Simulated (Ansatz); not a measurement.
**BHLYP/STO-3G run of SiH4O (Si(OH)H3)**

What is the energy change on altering one bond length of SiH4O (Si(OH)H3) at BHLYP/STO-3G? 

The calculation is run with Ansatz 0.2.0.

57 further runs of the same task are left out: 2 that didn't finish, 55 set aside as unsound or not needed.

## Step 1: The system as given

SiH4O: 6 atoms, total charge 0, spin state singlet. SMILES: `[H][Si]([H])([H])O`. Geometry: relaxed at GFN2-xTB.

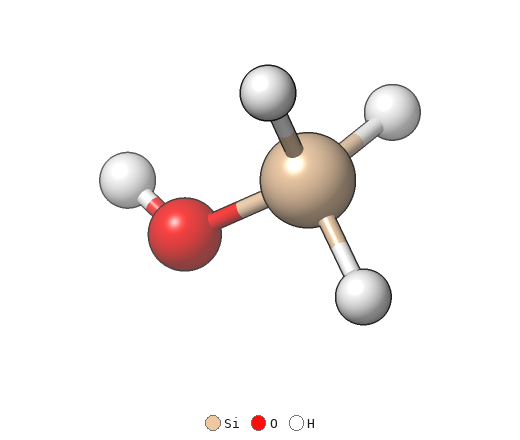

Viewed from a chosen angle; silicon light orange, oxygen red, hydrogen white.

## Step 2: The energy at BHLYP/STO-3G

in.yaml reads:

```yaml
crystal:
  periodic: [false, false, false]
  atoms:
    - {symbol: Si, position_ang: [-0.059940, -0.114970, -0.407910]}
    - {symbol: O, position_ang: [-0.059540, -0.091910, 1.217130]}
    - {symbol: H, position_ang: [0.327320, 0.620940, 1.717260]}
    - {symbol: H, position_ang: [1.313150, -0.112770, -0.916850]}
    - {symbol: H, position_ang: [-0.760380, 1.058380, -0.933190]}
    - {symbol: H, position_ang: [-0.760600, -1.359670, -0.676430]}
basis:
  gaussian: {orbitals: STO-3G}
hamiltonian: {xc: {name: BHLYP}}
accuracy: high
```

Run with:

```sh
ansatz run in.yaml --threads 1 --pin off --max-ram 2610MiB --events-out events.jsonl --progress --plain --runs-dir runs
```

The log of the run:

```text
Warning: RAYON_NUM_THREADS=1 ignored (pool sized by the plan → 1); use --threads N
Functional definition: BHLYP
  name "BHLYP"
  parameter a = 0.5
  exchange = (1 - a)*b88_x + a*exact_x
  correlation = lyp_c
314 factors; integrals over basis functions are off by at most 2.2e-8 eV
mean field evaluation 1: about -9867.1028 eV, gradient 2.0e1 eV
mean field evaluation 2: about -9868.0607 eV, gradient 1.2e1 eV
mean field evaluation 4: about -9868.4901 eV, gradient 1.6e-1 eV
mean field evaluation 8: about -9868.4844 eV, gradient 2.6e-4 eV
mean field -9868.48442077 eV, -362.6601133642 hartree, gradient 3.6e-8 eV, S^2 0.000000; 0 other end points of the search recorded, 0 dependent functions left out
reference -9868.48443881 eV, -362.6601140274 hartree; 13, 13 occupied and 5, 5 virtual orbitals, 314 factors
Total energy: -9868.48443881 eV, -362.6601140274 hartree
```

It took 1.4 s on 1 thread of Intel Xeon Platinum 8488C (Sapphire Rapids), shared host.

## Step 3: The distorted shape at the same level

molecule.yaml reads:

```yaml
basis:
  gaussian:
    orbitals: STO-3G
crystal:
  periodic: [false, false, false]
  atoms:
    - {symbol: Si, position_ang: [-0.060040, -0.120735, -0.814165]}
    - {symbol: O, position_ang: [-0.059540, -0.091910, 1.217130]}
    - {symbol: H, position_ang: [0.327320, 0.620940, 1.717260]}
    - {symbol: H, position_ang: [1.313050, -0.118535, -1.323105]}
    - {symbol: H, position_ang: [-0.760480, 1.052615, -1.339445]}
    - {symbol: H, position_ang: [-0.760700, -1.365435, -1.082685]}
total_charge: 0
hamiltonian:
  xc: {name: BHLYP}
accuracy: high
```

Run with:

```sh
ansatz run molecule.yaml --threads 1 --pin off --max-ram 2610MiB --events-out events.jsonl --progress --plain --runs-dir runs
```

The log of the run:

```text
Warning: RAYON_NUM_THREADS=1 ignored (pool sized by the plan → 1); use --threads N
[... 5 set-up lines as earlier in the session ...]
310 factors; integrals over basis functions are off by at most 3.1e-8 eV
mean field evaluation 1: about -9864.2779 eV, gradient 2.6e1 eV
mean field evaluation 2: about -9864.6591 eV, gradient 2.7e1 eV
mean field evaluation 4: about -9867.1159 eV, gradient 1.9e-1 eV
mean field evaluation 8: about -9867.0973 eV, gradient 1.2e-3 eV
mean field evaluation 16: about -9867.0973 eV, gradient 2.0e-8 eV
mean field -9867.09727916 eV, -362.6091368504 hartree, gradient 2.0e-8 eV, S^2 0.000000; 0 other end points of the search recorded, 0 dependent functions left out
reference -9867.09729779 eV, -362.6091375349 hartree; 13, 13 occupied and 5, 5 virtual orbitals, 310 factors
Total energy: -9867.09729779 eV, -362.6091375349 hartree
```

Run time: 0.77 s. Hardware: 1 thread of Intel Xeon Platinum 8488C (Sapphire Rapids), shared host; peak memory 0.13 GiB.

## Step 4: Results

Level: BHLYP/STO-3G.

```
                                                          quantity          value
                                         first shape: total energy  -362.66011 Eh
                                     distorted shape: total energy  -362.60914 Eh
energy change with the Si1–O2 bond stretched from 1.625 to 2.031 Å       1.387 eV
```

**Reading.** With the Si1–O2 bond stretched from 1.625 to 2.031 Å the energy rises by 1.39 eV (134 kJ/mol). The first shape isn't relaxed at this level, so the change isn't measured from a minimum. The minimal basis adds a large error of its own.
